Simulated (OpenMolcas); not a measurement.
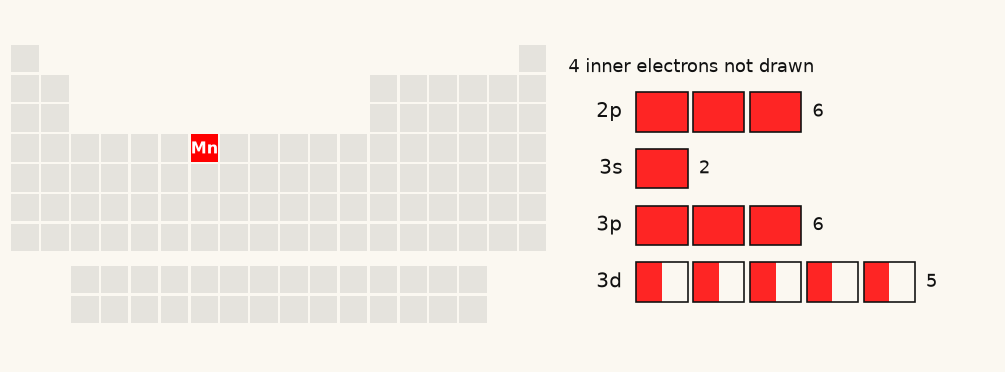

Left, the place of manganese in the periodic table; right, the outer shells of the leading configuration of the lowest level: a box for each of the 2l + 1 orbitals, shaded by the share of the shell that is filled, with the electron count at the right.

## Multiconfigurational calculation for Mn²⁺ complex

Mn²⁺ with 6 ligands (F; octahedron, 2.105 Å), embedded in NaF by model potentials and point charges, whose field is part of the energies. Computed at this level: state-averaged SS-CASPT2, IPEA shift 0.25, imaginary shift 0.1 hartree, closed shells 3s 3p of the metal and the valence shells of the ligands correlated, active space 5 electrons in the shell 3d, basis ANO-RCC-VDZP on the metal and ANO-RCC-VDZP on the ligands, DKH2 scalar Hamiltonian, spin-orbit coupling by RASSI with atomic mean-field integrals (OpenMolcas).

**Input file**
```
&GATEWAY
Basis set
Mn.ANO-RCC-VDZP.
Mn1 0.0 0.0 0.0 Angstrom
End of basis
Basis set
F.ANO-RCC-VDZP.
L1 2.105000 0.000000 0.000000 Angstrom
L2 0.000000 2.105000 0.000000 Angstrom
L3 0.000000 0.000000 2.105000 Angstrom
End of basis
Basis set
Na.EMB-AIMP.Seijo.6s3p.1s1p.ECP.NaF.
PseudoCharge
* 3 symmetry-unique lattice sites within 7.6 angstrom
End of basis
Basis set
Na.EMB-AIMP.Seijo.0s.0s.ECP.NaF.
PseudoCharge
* 36 symmetry-unique lattice sites within 7.6 angstrom
End of basis
Basis set
F.EMB-AIMP.Seijo.0s.0s.ECP.NaF.
PseudoCharge
* 31 symmetry-unique lattice sites within 7.6 angstrom
End of basis
Symmetry
XYZ
AngMom=0.0 0.0 0.0
AMFI
RICD
XField
1025 Angstrom 0
* Evjen-weighted lattice charges
&SEWARD
&RASSCF
FileOrb=start.orb
Symmetry=1
Spin=6
nActEl=5 0 0
Inactive=18 21
Ras2=5 0
CIRoot=1 1 1
SDav=1
CIMx=300
Iter=150 100
PrWF=0.3
OrbListing=Nothing
MaxOrb=0
LevShft=1.0
>>> COPY $Project.JobIph JOB001
&RASSCF
FileOrb=start.orb
Symmetry=1
Spin=4
nActEl=5 0 0
Inactive=18 21
Ras2=5 0
CIRoot=24 24 1
SDav=24
CIMx=300
Iter=150 100
PrWF=0.3
OrbListing=Nothing
MaxOrb=0
LevShft=1.0
>>> COPY $Project.JobIph JOB002
&RASSCF
FileOrb=start.orb
Symmetry=1
Spin=2
nActEl=5 0 0
Inactive=18 21
Ras2=5 0
CIRoot=75 75 1
SDav=75
CIMx=300
Iter=150 100
PrWF=0.3
OrbListing=Nothing
MaxOrb=0
LevShft=1.0
>>> COPY $Project.JobIph JOB003
&RASSI
NrOfJobIphs=3 1 24 75
1
1 2 3 4 5 6 7 8 9 10 11 12 13 14 15 16 17 18 19 20 21 22 23 24
1 2 3 4 5 6 7 8 9 10 11 12 13 14 15 16 17 18 19 20 21 22 23 24 25 26 27
28 29 30 31 32 33 34 35 36 37 38 39 40 41 42 43 44 45 46 47 48 49 50 51
52 53 54 55 56 57 58 59 60 61 62 63 64 65 66 67 68 69 70 71 72 73 74 75
IphNames
JOB001
JOB002
JOB003
EJob
SpinOrbit
DIPRint=1.0
SOCoupling=1000.0
Subsets=2
Property=9
'ANGMOM' 1 'ANGMOM' 2 'ANGMOM' 3 'MLTPL  1' 1 'MLTPL  1' 2 'MLTPL  1' 3
'AMFI' 1 'AMFI' 2 'AMFI' 3
SOProperty=3
'ANGMOM' 1 'ANGMOM' 2 'ANGMOM' 3
>>> COPY JOB001 $Project.JobIph
&CASPT2
Multistate=1 1
Frozen=5 6
IPEA=0.25
Imaginary=0.1
MaxIter=60
WThr=0.0 0.3 0.05
PrWF=0.5
NoMix
>>> COPY JOB002 $Project.JobIph
&CASPT2
Multistate=24 1 2 3 4 5 6 7 8 9 10 11 12 13 14 15 16 17 18 19 20 21 22
23 24
NoMult
Frozen=5 6
IPEA=0.25
Imaginary=0.1
MaxIter=60
WThr=0.0 0.3 0.05
PrWF=0.5
NoMix
>>> COPY JOB003 $Project.JobIph
&CASPT2
Multistate=75 1 2 3 4 5 6 7 8 9 10 11 12 13 14 15 16 17 18 19 20 21 22
23 24 25 26 27 28 29 30 31 32 33 34 35 36 37 38 39 40 41 42 43 44 45 46
47 48 49 50 51 52 53 54 55 56 57 58 59 60 61 62 63 64 65 66 67 68 69 70
71 72 73 74 75
NoMult
Frozen=5 6
IPEA=0.25
Imaginary=0.1
MaxIter=60
WThr=0.0 0.3 0.05
PrWF=0.5
NoMix
```

The file start.orb holds starting orbitals from an earlier step. A driver script formed the levels outside the program, from RASSI's spin-orbit matrix and the CASPT2 energies (for multi-state variants, the effective Hamiltonian), averaged over the components of each term or state. The log and the time are those of the CASPT2 step.

Hardware: 1 thread of Arm Neoverse V2, 24 GiB of memory available, shared host.

Run as:
```bash
OMP_NUM_THREADS=1 MOLCAS_MEM=2457 MOLCAS_PROJECT=a pymolcas a.inp > a.log  # once for each step of the input, in one work folder
```

**The program's output (extracts)**
```
--- CASPT2 ---
Orbital specifications:
      -----------------------

      Symmetry species                           1   2
                                                ag  au
      Frozen orbitals                            5   6
      Inactive orbitals                         13  15
      Active orbitals                            5   0
      Secondary orbitals                        46  52
      Deleted orbitals                           0   0
      Number of basis functions                 69  73
Type of calculation                        SS-CASPT2
      Fock operator                              state-specific
      IPEA shift                                 0.25
      Real shift                                 0.00
      Imaginary shift                            0.10
      The input orbitals will be transformed to quasi-canonical
Reference energy:       -1757.4221047648
      E2 (Non-variational):      -1.5521852496
      Shift correction:          -0.0009127018
      E2 (Variational):          -1.5530979514
      Total energy:           -1758.9752027162
      Residual norm:              0.0000006953
      Reference weight:           0.74403
      Contributions to the CASPT2 correlation energy
      Active & Virtual Only:         -0.0679340751
      One Inactive Excited:          -0.1898957829
      Two Inactive Excited:          -1.2943553916
::    CASPT2 Root  1     Total energy:  -1758.97520272
--- CASPT2 ---
Orbital specifications:
      -----------------------

      Symmetry species                           1   2
                                                ag  au
      Frozen orbitals                            5   6
      Inactive orbitals                         13  15
      Active orbitals                            5   0
      Secondary orbitals                        46  52
      Deleted orbitals                           0   0
      Number of basis functions                 69  73
Type of calculation                        SS-CASPT2
      Fock operator                              state-specific
      IPEA shift                                 0.25
      Real shift                                 0.00
      Imaginary shift                            0.10
      The input orbitals will be transformed to quasi-canonical
Reference energy:       -1757.3051111719
      E2 (Non-variational):      -1.5706567816
      Shift correction:          -0.0009292621
      E2 (Variational):          -1.5715860437
      Total energy:           -1758.8766972156
      Residual norm:              0.0000008907
      Reference weight:           0.74151
      Contributions to the CASPT2 correlation energy
      Active & Virtual Only:         -0.0756146270
      One Inactive Excited:          -0.1922514082
      Two Inactive Excited:          -1.3027907465
Reference energy:       -1757.3051111718
      E2 (Non-variational):      -1.5706602291
      Shift correction:          -0.0009292755
      E2 (Variational):          -1.5715895046
      Total energy:           -1758.8767006764
      Residual norm:              0.0000008908
      Reference weight:           0.74150
      Contributions to the CASPT2 correlation energy
      Active & Virtual Only:         -0.0756146655
      One Inactive Excited:          -0.1922499013
      Two Inactive Excited:          -1.3027956623
::    CASPT2 Root  1     Total energy:  -1758.87669722
::    CASPT2 Root  2     Total energy:  -1758.87670068
::    CASPT2 Root  3     Total energy:  -1758.87670574
::    CASPT2 Root  4     Total energy:  -1758.86088480
::    CASPT2 Root  5     Total energy:  -1758.86089363
::    CASPT2 Root  6     Total energy:  -1758.86087239
::    CASPT2 Root  7     Total energy:  -1758.85008866
::    CASPT2 Root  8     Total energy:  -1758.85016040
::    CASPT2 Root  9     Total energy:  -1758.84890522
::    CASPT2 Root 10     Total energy:  -1758.83607591
::    CASPT2 Root 11     Total energy:  -1758.83608560
::    CASPT2 Root 12     Total energy:  -1758.83607251
::    CASPT2 Root 13     Total energy:  -1758.82415807
::    CASPT2 Root 14     Total energy:  -1758.82421990
::    CASPT2 Root 15     Total energy:  -1758.80304336
::    CASPT2 Root 16     Total energy:  -1758.80302566
::    CASPT2 Root 17     Total energy:  -1758.80302412
::    CASPT2 Root 18     Total energy:  -1758.76548596
::    CASPT2 Root 19     Total energy:  -1758.76544409
::    CASPT2 Root 20     Total energy:  -1758.76548485
::    CASPT2 Root 21     Total energy:  -1758.76721816
::    CASPT2 Root 22     Total energy:  -1758.74120412
::    CASPT2 Root 23     Total energy:  -1758.74125282
::    CASPT2 Root 24     Total energy:  -1758.74125355
--- CASPT2 ---
Orbital specifications:
      -----------------------

      Symmetry species                           1   2
                                                ag  au
      Frozen orbitals                            5   6
      Inactive orbitals                         13  15
      Active orbitals                            5   0
      Secondary orbitals                        46  52
      Deleted orbitals                           0   0
      Number of basis functions                 69  73
Type of calculation                        SS-CASPT2
      Fock operator                              state-specific
      IPEA shift                                 0.25
      Real shift                                 0.00
      Imaginary shift                            0.10
      The input orbitals will be transformed to quasi-canonical
Reference energy:       -1757.2623957171
      E2 (Non-variational):      -1.5796755588
      Shift correction:          -0.0009378531
      E2 (Variational):          -1.5806134119
      Total energy:           -1758.8430091290
      Residual norm:              0.0000002260
      Reference weight:           0.74018
      Contributions to the CASPT2 correlation energy
      Active & Virtual Only:         -0.0779038721
      One Inactive Excited:          -0.1946555046
      Two Inactive Excited:          -1.3071161821
Reference energy:       -1757.2623957171
      E2 (Non-variational):      -1.5796426361
      Shift correction:          -0.0009377273
      E2 (Variational):          -1.5805803634
      Total energy:           -1758.8429760805
      Residual norm:              0.0000002260
      Reference weight:           0.74019
      Contributions to the CASPT2 correlation energy
      Active & Virtual Only:         -0.0778890132
      One Inactive Excited:          -0.1946447200
      Two Inactive Excited:          -1.3071089028
::    CASPT2 Root  1     Total energy:  -1758.84300913
::    CASPT2 Root  2     Total energy:  -1758.84297608
::    CASPT2 Root  3     Total energy:  -1758.84298801
::    CASPT2 Root  4     Total energy:  -1758.82320787
::    CASPT2 Root  5     Total energy:  -1758.81650403
::    CASPT2 Root  6     Total energy:  -1758.81650228
::    CASPT2 Root  7     Total energy:  -1758.81653088
::    CASPT2 Root  8     Total energy:  -1758.81395876
::    CASPT2 Root  9     Total energy:  -1758.81392822
::    CASPT2 Root 10     Total energy:  -1758.81396811
::    CASPT2 Root 11     Total energy:  -1758.80720184
::    CASPT2 Root 12     Total energy:  -1758.80719527
::    CASPT2 Root 13     Total energy:  -1758.79335663
::    CASPT2 Root 14     Total energy:  -1758.79054806
::    CASPT2 Root 15     Total energy:  -1758.79044179
::    CASPT2 Root 16     Total energy:  -1758.79033539
::    CASPT2 Root 17     Total energy:  -1758.79502286
::    CASPT2 Root 18     Total energy:  -1758.79511383
::    CASPT2 Root 19     Total energy:  -1758.79079605
::    CASPT2 Root 20     Total energy:  -1758.79059121
::    CASPT2 Root 21     Total energy:  -1758.79079619
::    CASPT2 Root 22     Total energy:  -1758.77285447
::    CASPT2 Root 23     Total energy:  -1758.77280343
::    CASPT2 Root 24     Total energy:  -1758.77282729
::    CASPT2 Root 25     Total energy:  -1758.76287463
::    CASPT2 Root 26     Total energy:  -1758.76260937
::    CASPT2 Root 27     Total energy:  -1758.76284195
::    CASPT2 Root 28     Total energy:  -1758.75248506
::    CASPT2 Root 29     Total energy:  -1758.75993210
::    CASPT2 Root 30     Total energy:  -1758.75983929
```

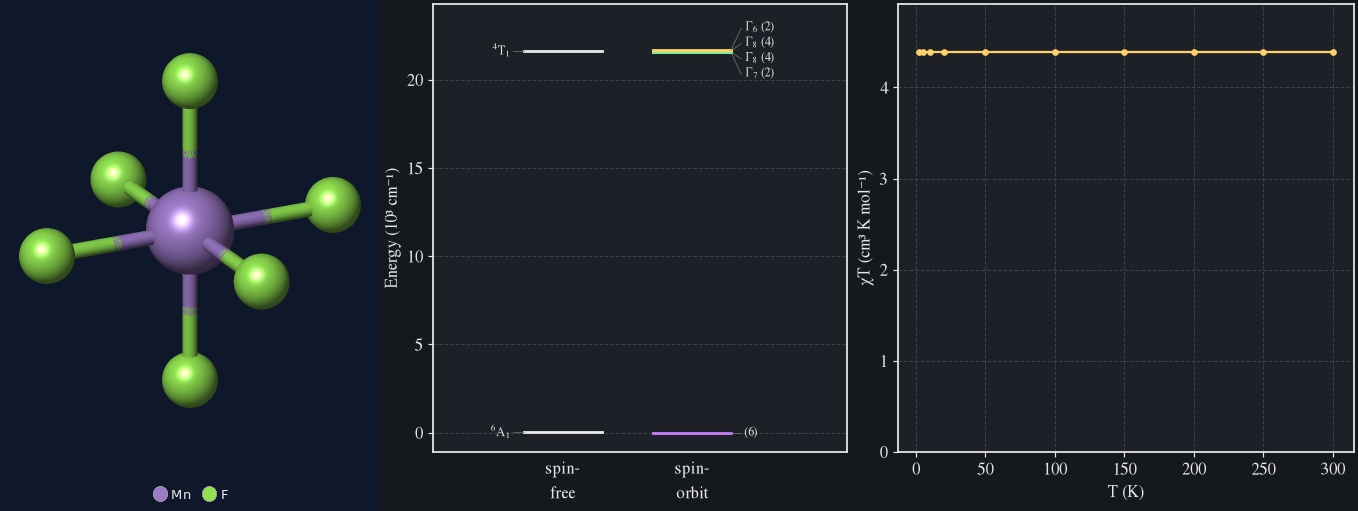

Mn²⁺ (3d⁵) as a dopant in NaF, a cluster with its 6 nearest F⁻ at 2.105 Å (octahedron) embedded in model potentials and point charges; the geometry was set, not optimised, and its levels and susceptibility. Labels give the representation in O, Td, D4 or D3 as the site allows (double group for half-integer spin) where it could be assigned and, in brackets, the degeneracy; spin-free states, where drawn, share the zero of the spin-orbit levels. Powder susceptibility by Van Vleck's formula. The ground level is 6-fold degenerate, 100 % from states of spin multiplicity 6. The next level lies at 21,600 cm⁻¹ (Γ₇). The lowest spin-free state is ⁶A₁, from the free-ion S term. χT is 4.39 cm³ K mol⁻¹ at 2 K and 4.39 at 300 K, an effective moment of 5.92 μB.

**Summary**

- outcome: converged
- energy of the lowest spin-free term: −1758.97520 hartree
- energy of the lowest spin-orbit level: −1758.97528 hartree
- CASPT2 correlation energy: −1.5531 hartree
- largest spread among components of a term: 58.2 cm⁻¹
- lowest reference weight: 0.732
- wall time: 4.5 min
- peak memory: 0.18 GiB

**Remarks**

The components of ²T1, which symmetry makes degenerate, are split by 58 cm⁻¹ in CASPT2, and those of 1 more by over 50 cm⁻¹. This is an artefact; the levels of such states rest on averages and are uncertain by about as much. Limits: small active space favours high spin, ground spin may be wrong; the geometry is set by hand, with no relaxation.
